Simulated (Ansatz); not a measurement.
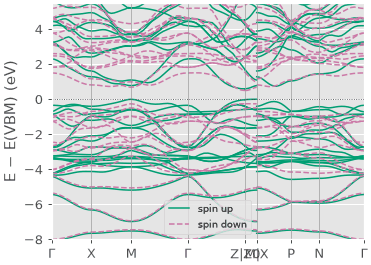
Figure: Band structure from r²SCAN+D4 (plane waves, PAW; program Ansatz)

**Question.** Read off the gap and where the band edges lie.

**Answer.** About 0.5 eV (0.50 eV by a search for the band edges); maximum at M, minimum at Z.

The material is MnTl$_{2}$GeTe$_{4}$ in space group I-42m (No. 121; Mn on 2b, Tl on 4c, Ge on 2a, Te on 8i).

The workflow started from a Materials Project entry (that database holds measured and hypothetical structures alike); the Crystallography Open Database files this formula in space group No. 121, but the cells were not matched. Its standing as an ambient phase is unchecked. The cell was relaxed with r²SCAN+D4 under the symmetry of its start; whether a distortion lowers the energy is not shown. Magnetic state: ferromagnetic, the only order run, not a proven ground state. The cell computed holds one magnetic atom, so no antiferromagnetic order was within reach. Other orbital occupations within this spin state were not tried. No Hubbard U is applied. Scalar-relativistic: spin–orbit coupling is off unless named, which matters more the heavier the elements.

Potentials: the later of the program's two PAW sets.
